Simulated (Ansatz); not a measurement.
## BaTiO3: alloy series

Start from BaTiO3 in the cubic perovskite structure (space group Pm-3m, No. 221; a = 3.970 Å).

The other end (x = 1) is SrTiO₃ in the cubic perovskite structure (space group Pm-3m, No. 221): 11.78 Å³/atom, gap 1.85 eV.

Sr replaces a fraction x of Ba; each row is one arrangement (x, atoms in the cell, starting space group or random), fully relaxed.

All numbers come from DFT with PBEsol, PAW potentials and a 420 eV plane-wave cutoff in Ansatz (a program for electronic structure), no spin-orbit coupling.

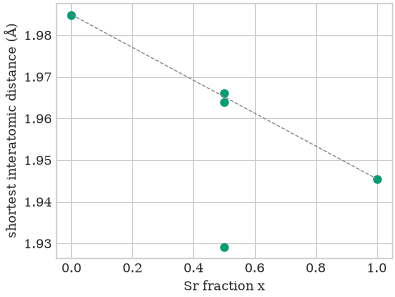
*Shortest interatomic distance against Sr fraction x; the dashed line joins the ends*

```json
[
 {"Sr fraction x": "x(Sr) = 0.5, 10 atoms, Fm-3m", "shortest interatomic distance": "1.966 Å"},
 {"Sr fraction x": "x(Sr) = 0.5, 10 atoms, P4/mmm (arrangement A)", "shortest interatomic distance": "1.964 Å"},
 {"Sr fraction x": "x(Sr) = 0.5, 10 atoms, P4/mmm (arrangement B)", "shortest interatomic distance": "1.929 Å"}
]
```

Each cell is one ordered arrangement of few atoms, which overstates ordering effects compared with a random alloy. Whether these cells are dynamically stable was not tested. All final runs are without spin polarisation. Many cubic perovskites are stable only at high temperature; tilts and polar distortions were not tested. This is not the structure that BaTiO3 has at room temperature and ambient pressure.
